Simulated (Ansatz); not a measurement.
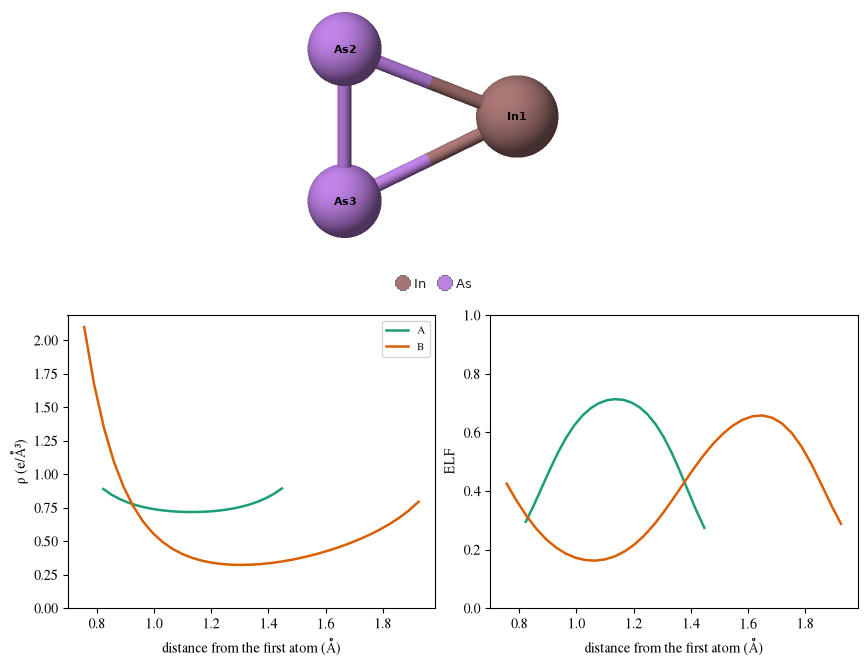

*As2In (charge −1). Electron density and ELF along straight lines between neighbouring atoms. The curves leave out the atomic cores. The structure is drawn too.*

Geometry: r2SCAN-D4/def2-TZVPD; core potentials replace the inner electrons of In.

Method: RKS PBE0-D4/def2-TZVPD (Ansatz 0.2.0).

Q: Which curve belongs to which contact (As–As and In–As)? The first atom named is at distance zero.

A: Curve A: As–As (2.27 Å): ρ at the midpoint is about 0.72 e/Å³; the ELF peaks at about 0.70 between the atoms. Curve B: In–As (2.75 Å): ρ at the midpoint is about 0.33 e/Å³; the ELF peaks at about 0.65 in the valence shell of As, 1.1 Å from its nucleus, and drops to about 0.15 between the two atoms.
